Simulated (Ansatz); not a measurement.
# doublet CH5BClN+: levels of theory compared

Aim: a comparison of 6 runs (U-revPBE/def2-SVP, UPBE-QIDH/def2-SVP, RPA@PBE/def2-SVP, UMP2/def2-SVP, UBCCD(T)/def2-SVP, UCCSD(T)/def2-SVP) of doublet CH5BClN+. 

The results are computed with Ansatz 0.2.0.

128 further runs of the same task are left out: 128 set aside as unsound or not needed.

## Step 1: The structure to begin with

CH5BClN+: 9 atoms, total charge +1, spin state doublet. As SMILES of the parent species, `CNBCl`. Geometry: relaxed at PBE0-D4/def2-TZVP. This is one conformer, not always the lowest. That shape belongs to the parent species and isn't relaxed for this state.

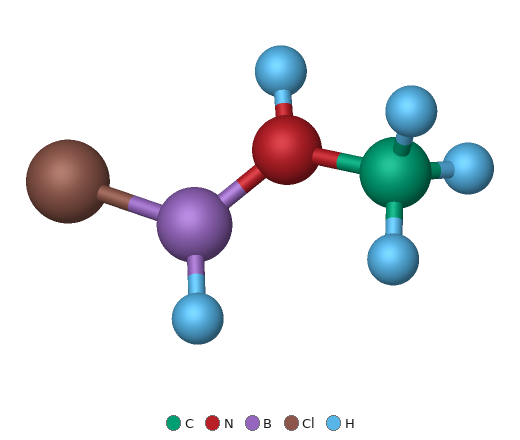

Viewed from a chosen angle; carbon teal, nitrogen red, boron purple, chlorine brown, hydrogen blue.

## Step 2: A single-point energy at U-revPBE/def2-SVP (run 1)

Input file molecule.yaml:

```yaml
crystal:
  periodic: [false, false, false]
  atoms:
    - symbol: C
      position_ang: [0.510100, 0.482100, -0.973400]
    - symbol: N
      position_ang: [-0.407900, -0.226000, -0.111700]
    - symbol: B
      position_ang: [-0.261100, -0.415200, 1.248200]
    - symbol: Cl
      position_ang: [-1.495300, -1.314500, 2.144800]
    - symbol: H
      position_ang: [0.907000, -0.170400, -1.756500]
    - symbol: H
      position_ang: [0.027900, 1.338900, -1.452800]
    - symbol: H
      position_ang: [1.346700, 0.849900, -0.380000]
    - symbol: H
      position_ang: [-1.220500, -0.605500, -0.573900]
    - symbol: H
      position_ang: [0.681600, 0.014200, 1.838200]
basis:
  gaussian: {orbitals: def2-SVP}
output: {orbitals: {seedname: orbitals}}
accuracy: high
magnetization: {spin_polarized: true, initial_magnetization: 1}
hamiltonian: {xc: {name: revPBE}}
total_charge: 1
```

On the command line:

```bash
$ ansatz run molecule.yaml --threads 1 --pin off --max-ram 3480MiB --events-out events.jsonl --progress --plain --runs-dir runs
```

The log of the run:

```text
Warning: RAYON_NUM_THREADS=1 ignored (pool sized by the plan → 1); use --threads N
Functional definition: revPBE
  name "revPBE"
  parameter kappa = 1.245
  parameter beta = 0.06672455060314922
  exchange = pbe_x(kappa = kappa, mu = beta*pi^2/3)
  correlation = pbe_c(beta = beta)
2017 factors; integrals over basis functions are off by at most 8.2e-9 eV
mean field evaluation 1: about -15770.4360 eV, gradient 6.1e1 eV
mean field evaluation 2: about -15676.6542 eV, gradient 1.3e2 eV
mean field evaluation 4: about -15785.7226 eV, gradient 2.9e1 eV
mean field evaluation 8: about -15790.4217 eV, gradient 7.8e-1 eV
mean field evaluation 16: about -15790.4269 eV, gradient 8.2e-4 eV
mean field evaluation 32: about -15790.3169 eV, gradient 1.2e0 eV
mean field -15790.42688593 eV, -580.2874849221 hartree, gradient 5.9e-9 eV, S^2 0.755014; 4 other end points of the search recorded, 0 dependent functions left out
reference -15790.42688982 eV, -580.2874850650 hartree; 20, 19 occupied and 65, 66 virtual orbitals, 2017 factors
Total energy: -15790.42688982 eV, -580.2874850650 hartree
```

It took 10 s on 1 thread of Arm Neoverse V2, shared host; peak memory 0.28 GiB.

## Step 3: A single-point energy at UPBE-QIDH/def2-SVP (run 2)

Input file molecule.yaml:

```yaml
crystal:
  periodic: [false, false, false]
  atoms:
    - {symbol: C, position_ang: [0.510100, 0.482100, -0.973400]}
    - {symbol: N, position_ang: [-0.407900, -0.226000, -0.111700]}
    - {symbol: B, position_ang: [-0.261100, -0.415200, 1.248200]}
    - {symbol: Cl, position_ang: [-1.495300, -1.314500, 2.144800]}
    - {symbol: H, position_ang: [0.907000, -0.170400, -1.756500]}
    - {symbol: H, position_ang: [0.027900, 1.338900, -1.452800]}
    - {symbol: H, position_ang: [1.346700, 0.849900, -0.380000]}
    - {symbol: H, position_ang: [-1.220500, -0.605500, -0.573900]}
    - {symbol: H, position_ang: [0.681600, 0.014200, 1.838200]}
basis:
  gaussian: {orbitals: def2-SVP}
total_charge: 1
magnetization: {spin_polarized: true, initial_magnetization: 1}
hamiltonian: {xc: {name: PBE-QIDH}}
correlation: {frozen_orbitals: {B: 1, C: 1, Cl: 5, H: 0, "N": 1}}
accuracy: high
output: {orbitals: {seedname: orbitals}}
```

On the command line:

```bash
$ ansatz run molecule.yaml --threads 1 --pin off --max-ram 3480MiB --events-out events.jsonl --progress --plain --runs-dir runs
```

The log of the run, shortened:

```text
Warning: RAYON_NUM_THREADS=1 ignored (pool sized by the plan → 1); use --threads N
Functional definition: PBE-QIDH
  name "PBE-QIDH"
[...]
2017 factors; integrals over basis functions are off by at most 8.2e-9 eV
[...]
mean field -15775.92234589 eV, -579.7544529071 hartree, gradient 1.7e-8 eV, S^2 0.766315; 2 other end points of the search recorded, 0 dependent functions left out
8 core orbitals not correlated: weight in the atoms' cores, before any rotation towards them, 1.000 or more for the frozen orbitals, at most 0.000 for the correlated occupied ones
reference -15775.92234681 eV, -579.7544529411 hartree; 12, 11 occupied and 65, 66 virtual orbitals, 2017 factors
second order -15.35292144 eV of doubles, -0.00000000 eV of singles
Total energy: -15781.03998729 eV, -579.9425227599 hartree
```

Wall time 18 s (1 thread of Arm Neoverse V2, shared host); peak memory 0.41 GiB.

Runs 3 to 4 aren't shown in full; the table further down has their settings and results.

## Step 4: A single-point energy at UBCCD(T)/def2-SVP (run 5)

Input file input.yaml:

```yaml
crystal:
  periodic: [false, false, false]
  atoms:
    - symbol: C
      position_ang: [0.510100, 0.482100, -0.973400]
    - symbol: N
      position_ang: [-0.407900, -0.226000, -0.111700]
    - symbol: B
      position_ang: [-0.261100, -0.415200, 1.248200]
    - symbol: Cl
      position_ang: [-1.495300, -1.314500, 2.144800]
    - symbol: H
      position_ang: [0.907000, -0.170400, -1.756500]
    - symbol: H
      position_ang: [0.027900, 1.338900, -1.452800]
    - symbol: H
      position_ang: [1.346700, 0.849900, -0.380000]
    - symbol: H
      position_ang: [-1.220500, -0.605500, -0.573900]
    - symbol: H
      position_ang: [0.681600, 0.014200, 1.838200]
basis:
  gaussian:
    orbitals: def2-SVP
total_charge: 1
magnetization:
  spin_polarized: true
  initial_magnetization: 1
correlation:
  method: bccd_t
  frozen_orbitals: {B: 1, C: 1, Cl: 5, H: 0, "N": 1}
accuracy: high
scf:
  omitted_lower_state_checks: [cluster_reference, increment]
```

On the command line:

```bash
$ ansatz run input.yaml --threads 1 --pin off --max-ram 3480MiB --events-out events.jsonl --progress --plain --runs-dir runs
```

The log of the run, shortened:

```text
Warning: RAYON_NUM_THREADS=1 ignored (pool sized by the plan → 1); use --threads N
Functional definition: HF
  name "HF"
[...]
2017 factors; integrals over basis functions are off by at most 8.2e-9 eV
[...]
mean field -15753.55104541 eV, -578.9323227783 hartree, gradient 1.5e-8 eV, S^2 0.765413; 3 other end points of the search recorded, 0 dependent functions left out
8 core orbitals not correlated: weight in the atoms' cores, before any rotation towards them, 1.000 or more for the frozen orbitals, at most 0.000 for the correlated occupied ones
reference -15753.55104541 eV, -578.9323227783 hartree; 12, 11 occupied and 65, 66 virtual orbitals, 2017 factors
second order -13.34255342 eV of doubles, -0.00000000 eV of singles
cycle   1  -14.33896297 eV  change    -1.0e0 eV  update   1.0e-1
[...]
cycle  33  -14.83803017 eV  change  -1.4e-10 eV  update   1.2e-9
perturbative correction -0.48131665 eV, -0.0176880606 hartree
Total energy: -15768.87039223 eV, -579.4952983901 hartree
Checks for a lower state left out: cluster_reference, increment
```

Wall time 91 s (1 thread of Arm Neoverse V2, shared host); peak memory 1.2 GiB.

## Step 5: A single-point energy at UCCSD(T)/def2-SVP (run 6)

Edit molecule.yaml of step 3 so:

```diff
@@ -16,5 +16,4 @@
 magnetization: {spin_polarized: true, initial_magnetization: 1}
-hamiltonian: {xc: {name: PBE-QIDH}}
-correlation: {frozen_orbitals: {B: 1, C: 1, Cl: 5, H: 0, "N": 1}}
+correlation: {method: ccsd_t, frozen_orbitals: {B: 1, C: 1, Cl: 5, H: 0, "N": 1}}
 accuracy: high
-output: {orbitals: {seedname: orbitals}}
+scf: {omitted_lower_state_checks: [cluster_reference, increment]}
```

On the command line:

```bash
$ ansatz run molecule.yaml --threads 1 --pin off --max-ram 3480MiB --events-out events.jsonl --progress --plain --runs-dir runs
```

The log of the run, shortened:

```text
Warning: RAYON_NUM_THREADS=1 ignored (pool sized by the plan → 1); use --threads N
[... 2 set-up lines as earlier in the session ...]
[...]
2017 factors; integrals over basis functions are off by at most 8.2e-9 eV
[...]
mean field -15753.55104541 eV, -578.9323227783 hartree, gradient 1.5e-8 eV, S^2 0.765413; 3 other end points of the search recorded, 0 dependent functions left out
8 core orbitals not correlated: weight in the atoms' cores, before any rotation towards them, 1.000 or more for the frozen orbitals, at most 0.000 for the correlated occupied ones
reference -15753.55104541 eV, -578.9323227783 hartree; 12, 11 occupied and 65, 66 virtual orbitals, 2017 factors
second order -13.34255342 eV of doubles, -0.00000000 eV of singles
cycle   1  -14.30230756 eV  change   -9.6e-1 eV  update   1.0e-1
[...]
cycle  31  -14.87321588 eV  change  -6.9e-10 eV  update  5.5e-10
perturbative correction -0.43619919 eV, -0.0160300245 hartree
Total energy: -15768.86046048 eV, -579.4949334051 hartree
Checks for a lower state left out: cluster_reference, increment
```

Wall time 63 s (1 thread of Arm Neoverse V2, shared host); peak memory 0.91 GiB.

## Step 6: The series

```csv
run,level,frozen core orbitals,energy (Eh),⟨S²⟩,wall time
1,U-revPBE/def2-SVP,–,-580.287485,0.755,10 s
2,UPBE-QIDH/def2-SVP,8,-579.942523,0.766,18 s
3,RPA@PBE/def2-SVP,8,-579.753116,0.755,19 s
4,UMP2/def2-SVP,8,-579.422653,0.765,5.1 s
5,UBCCD(T)/def2-SVP,8,-579.495298,0.765,91 s
6,UCCSD(T)/def2-SVP,8,-579.494933,0.765,63 s
```

## Step 7: What came out

| quantity | value |
| --- | --- |
| run 6: total energy | -579.49493 Eh |
| run 6: correlation energy (8 core orbitals frozen) | -562.6 mEh |
| run 6: (T) correction | -16.03 mEh |
| run 6: ⟨S²⟩ of the reference determinant | 0.765 |
| run 6: T1 diagnostic | 0.035 |

Totals of different functionals can't be ranked against each other. All runs together took 3.4 min, the longest 91 s.
